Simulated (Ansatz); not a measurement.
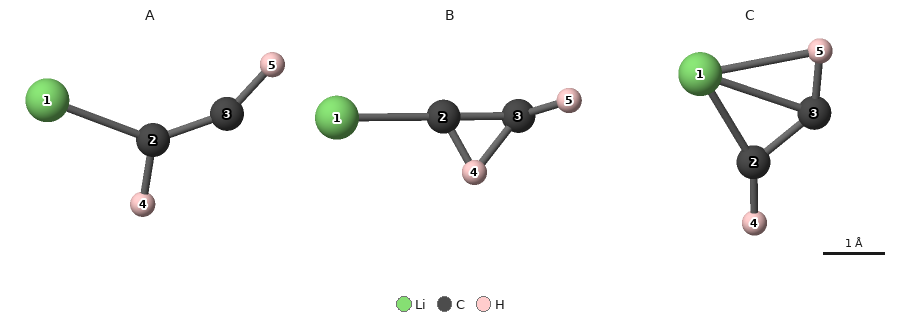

3 geometries from one relaxation of C2H2Li (multiplicity 2), in shuffled order. Style: ball-and-stick. Shown at a tilt.

It is one of the separated reactants of a reaction.

The calculation used Ansatz, UKS PBE-D4/def2-SVP. Settings: force threshold 0.03 eV/Å; at most 250 steps.

> Order the frames from highest to lowest energy.

B, A, C. They are steps 0, 6, 17, at +216.1 kJ/mol, +37.7 kJ/mol relative to the last. Li1 moves most after the best rigid fit: 1.28 Å. By element the largest moves are Li 1.28 Å, H 1.18 Å, C 0.79 Å. Near-neighbour distances that change, for instance: Li1–H5 3.886 → 2.043 Å, Li1–C3 3.181 → 2.120 Å, C3–H4 1.259 → 2.167 Å, C2–H4 1.060 → 1.105 Å. Bond angles that change, for instance: Li1–C2–C3 180.0° → 80.1°, C3–C2–H4 63.0° → 127.3°, Li1–C2–H4 117.0° → 152.6°. The energy falls by 216.1 kJ/mol in 16 accepted moves (17 points after the start). The largest force component goes from 5.3 to 0.023 eV/Å. The line search rejected the trial step at point 13 of the run. Cost: 9.5 s on 2 threads of AMD EPYC 9R45 96-Core (shared host).
